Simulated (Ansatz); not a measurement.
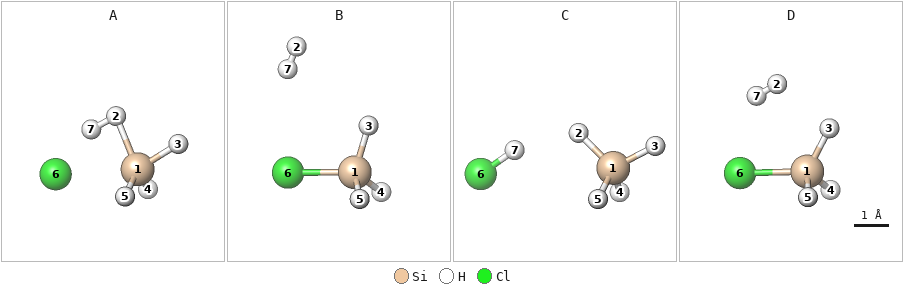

4 geometries from a converged minimum-energy path of SiH5Cl, shuffled. The picture is a ball-and-stick view, seen at a tilt.

Method: Ansatz, RKS B3LYP-D4/6-31G*. Run with 5 movable images; climbing image; force threshold 0.03 eV/Å; iteration limit 60; starting path through a guess of the saddle point.

Q: Which frame is the transition state?

A: A. In order along the path, whose images run from 0 to 6: C (image 0, 0.00 eV), A (image 2, +1.86 eV), D (image 4, −0.36 eV), B (image 6, −0.75 eV). Breaking: Cl6–H7 (1.29 → 1.77 at the top → 3.12 Å), Si1–H2 (1.49 → 1.72 at the top → 4.16 Å). Forming: H2–H7 (2.07 → 0.88 at the top → 0.74 Å), Si1–Cl6 (4.14 → 2.56 at the top → 2.08 Å).
